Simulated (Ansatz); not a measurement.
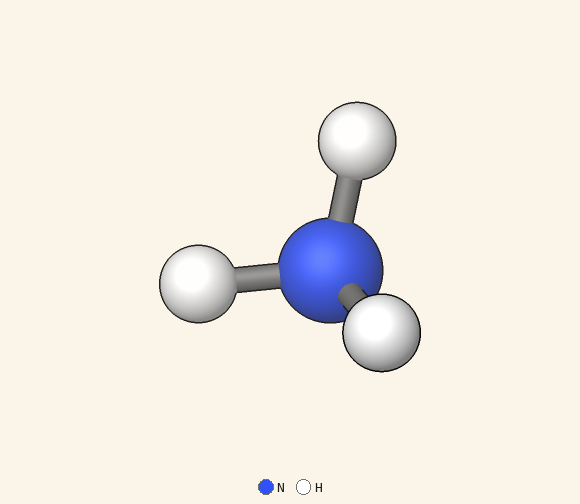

Rendered structure (ball-and-stick style). Every bond is drawn as one stick, whatever its order.

The computed structure is the end point of a PBE0-D4/def2-TZVP optimisation.

What is the molecular formula?

Answer. NH₃, 4 atoms: 1 nitrogen and 3 hydrogen.

How many atoms are distinct by symmetry?

Answer. 2: 1 N, 3 H.

The parts below concern this one geometry. Atoms keep their numbers from picture to picture.

**Thermal motion**

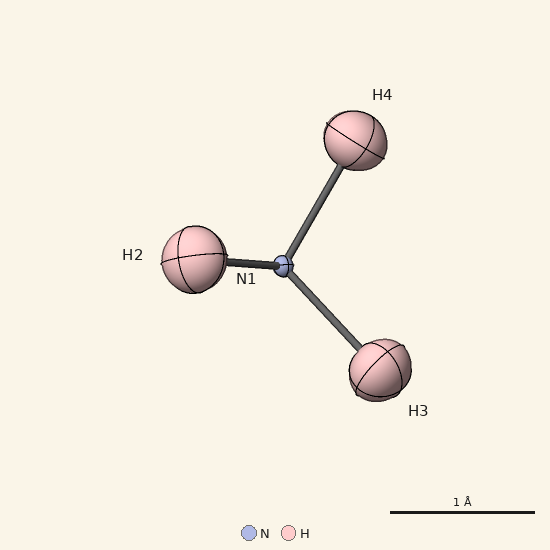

Displacement ellipsoids at the 50 % level, enlarged 2 times, from the internal vibrations of the free molecule (harmonic, no overall translation or rotation; no half-axis is drawn under 0.075 Å). Vibrations computed with RKS PBE0-D4/def2-TZVP (Ansatz 0.2.0). Temperature: 600 K.

Which atom moves most?

Answer. H2, H3, H4, with U_eq = 0.0054 Å².

List U_eq and the three principal root-mean-square amplitudes for each kind of atom.

```
      atom  U_eq (Å²)   rms amplitudes (Å)
        N1    0.00012  0.008, 0.008, 0.015
H2, H3, H4     0.0054  0.066, 0.076, 0.079
```

**Charges**

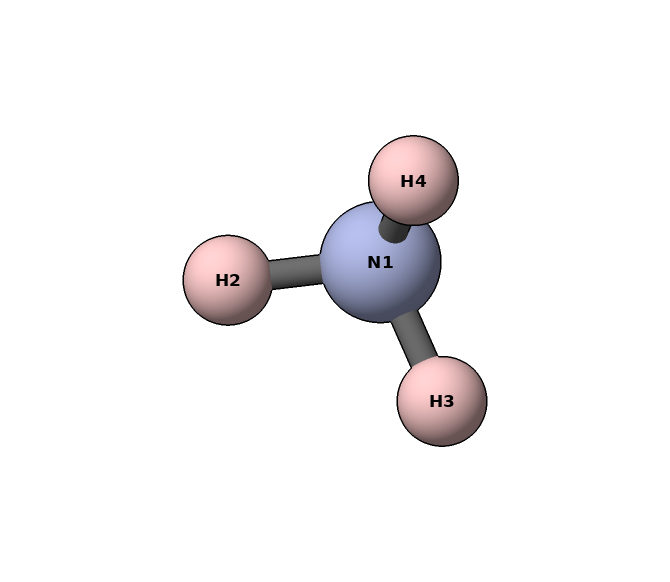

The questions are on Mulliken charges. Properties computed with RKS PBE0-D4/def2-TZVP (Ansatz 0.2.0).

Give the Mulliken charges atom by atom.

```tsv
atom	value (e)
N1	−0.70
H2	0.23
H3	0.23
H4	0.23
```

**Vibrations**

Harmonic vibrations computed with RKS PBE0-D4/def2-TZVP (Ansatz 0.2.0) at a stationary point of the same level.

How many vibrational modes are there, and where do they lie?

Answer. 6 modes: 1031, 1670, 1670, 3502, 3631, 3631 cm⁻¹.

**Electronic properties**

Method: RKS PBE0-D4/def2-TZVPP (Ansatz 0.2.0).

Estimate the LUMO energy (Kohn–Sham orbital).

Answer. 1.03 eV.

Estimate the HOMO energy (Kohn–Sham orbital).

Answer. −7.58 eV.

Mulliken values depend strongly on the basis set and can even reverse the polarity of a bond.
